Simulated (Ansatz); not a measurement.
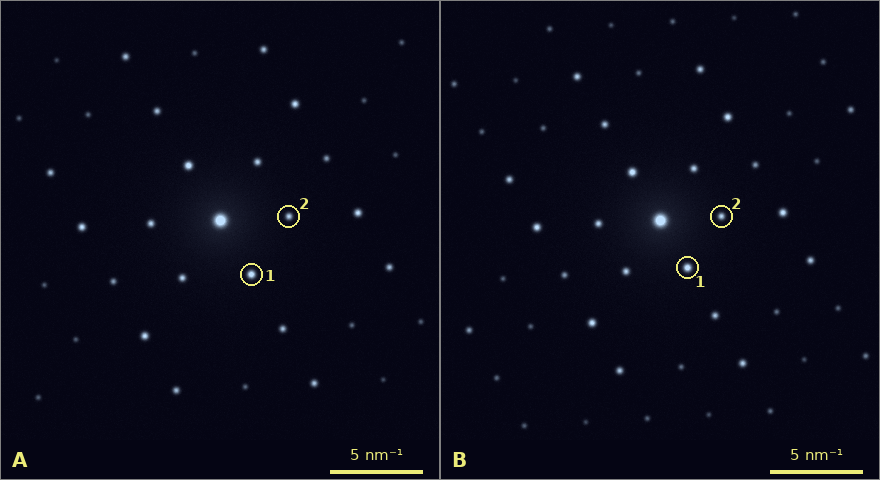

Kinematic electron diffraction patterns (120 kV, B = 0.5 Å², same scale) along [111] of the run's own cell, for the start and the end of one relaxation of MoS with DFT PBE+U, scalar-relativistic, plane waves, PAW in Ansatz 0.2.0. k mesh 12×12×6. The start is a generated model structure, and the relaxation ends in the nearest stationary point of its symmetry, not necessarily the ground state. Spot 1 is -1 1 0 and spot 2 is -1 0 1 in both.

Start structure:

```
Mo S
1.0
     3.81647    0.00000    0.00000
    -1.90824    3.30516    0.00000
     0.00000    0.00000    6.64479
Mo S
2 2
Direct
  0.00000 0.00000 0.00000
  0.00000 0.00000 0.50000
  0.33333 0.66667 0.25000
  0.66667 0.33333 0.75000
```

Which pattern belongs to the start structure, and which to the relaxed one?

B is the start: its cell gives d(1) = 3.305 Å, d(2) = 2.959 Å and an angle of 63.4°. A is the relaxed structure, with d(1) = 2.901 Å (-12.2 %), d(2) = 2.639 Å (-10.8 %) and 62.9°.

Summarise the relaxation behind the change.

The volume changed by -26.3 % to 15.45 Å³ an atom; the fractional coordinates hardly changed; the space group stayed P6_3/mmc (No. 194); the free energy fell by 370 meV an atom. Relaxed cell: a = 3.349 Å, b = 3.349 Å, c = 6.359 Å, α = 90.00°, β = 90.00°, γ = 120.00°.
